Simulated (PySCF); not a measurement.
C₅H₈N₂P (SMILES N[PH2+]c1cccnc1) (charge +1)

```xyz
16

N     2.7737    0.3985    0.0433
P     1.6811   -0.8127    0.0250
C     0.0161   -0.1591    0.0265
C    -1.0046   -0.8758   -0.6080
C    -2.2869   -0.3582   -0.5850
C    -2.4994    0.8502    0.0724
N    -1.5336    1.5202    0.6764
C    -0.3120    1.0426    0.6660
H     2.5721    1.2406    0.5707
H     3.7622    0.1700    0.0459
H     1.9197   -1.5297   -1.1269
H     1.8519   -1.7337    1.0517
H    -0.7934   -1.8101   -1.1099
H    -3.1006   -0.8761   -1.0662
H    -3.4797    1.3034    0.1190
H     0.4257    1.6389    1.1877
```

Geometry: GFN2-xTB.

Method: CAM-B3LYP/def2-SVPD, SCF density, gas phase in PySCF.

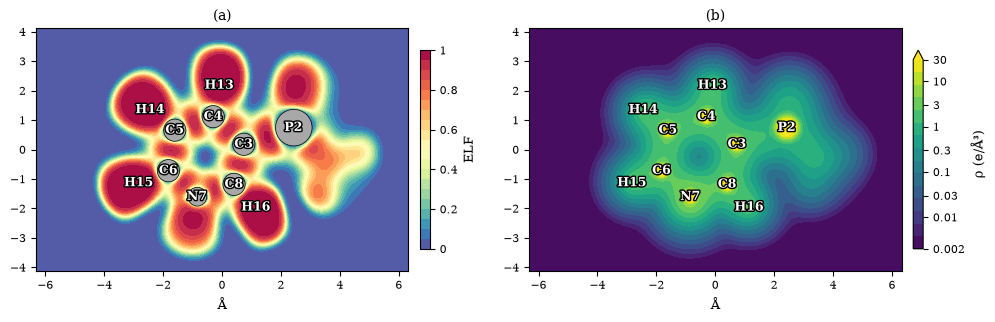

Figure 1. (a) ELF; (b) total electron density on the plane of atoms N7, C8 and H16. Grey discs cover the atomic cores in the ELF map.

Read the bonding off the picture.

Atoms in the plane: P, C, N and H.
C–N (1.31 Å): ρ at the midpoint is about 2.6 e/Å³; the ELF peaks at about 0.90 between the atoms, as expected for localised, covalent bonding.
C–C (1.38 Å): ρ is about 2.1 e/Å³ halfway; the ELF peaks at about 0.95 between the atoms; localised, covalent bonding.
C–P (1.79 Å): the density is about 1.3 e/Å³ at the midpoint; the ELF peaks at about 0.95 between the atoms, as expected for a shared electron pair.
C–H (1.08 Å): the density is about 2.1 e/Å³ at the midpoint; the ELF climbs to about 1 towards the hydrogen, as it does in any bond to H: an ordinary covalent bond to hydrogen.
The ELF also peaks beside N7, away from the bonds: lone-pair regions.

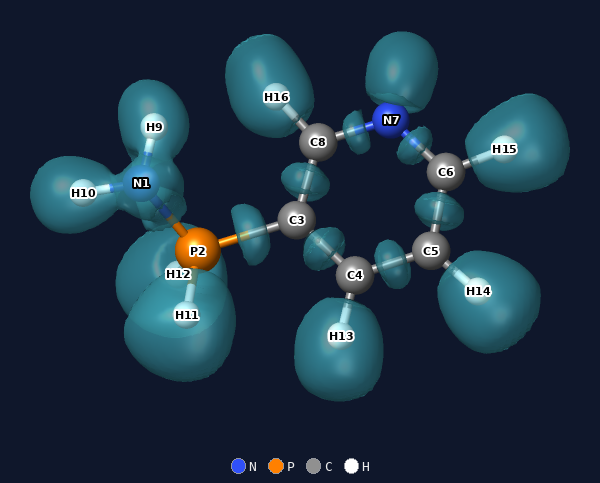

Figure 2. Isosurface of the ELF at 0.8 (cyan), seen across its widest extent. Core shells and regions of very low density are left out.

Identify the bonds, lone pairs and shells in this picture.

At this value the surface marks out four regions between bonded C–C atoms (shared pairs), two regions between bonded C–N atoms (shared pairs), one region between bonded C–P atoms (shared pairs), six regions around hydrogen nuclei, one lobe on N, pointing away from the bonds (lone pairs) and one joined region spread over several atoms (H, N), in which their bonds and any lone pairs are merged.

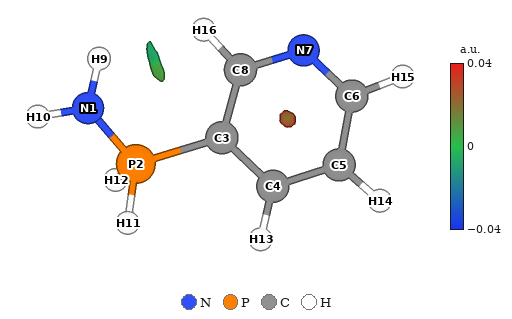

Figure 3. Non-covalent interaction (NCI) plot: the surface where the reduced density gradient is 0.5, for densities under 0.05 a.u., coloured by sign(λ₂)ρ; seen at a tilt.

Which non-covalent interactions does the plot reveal?

- Between H16 and C8 on one side and H9 and N1 on the other: a weak contact, attractive (blue-green) on one side and crowded (olive to red) on the other
- Inside the ring or cage of C3, C4, C5, C6, N7 and C8: steric crowding (red)
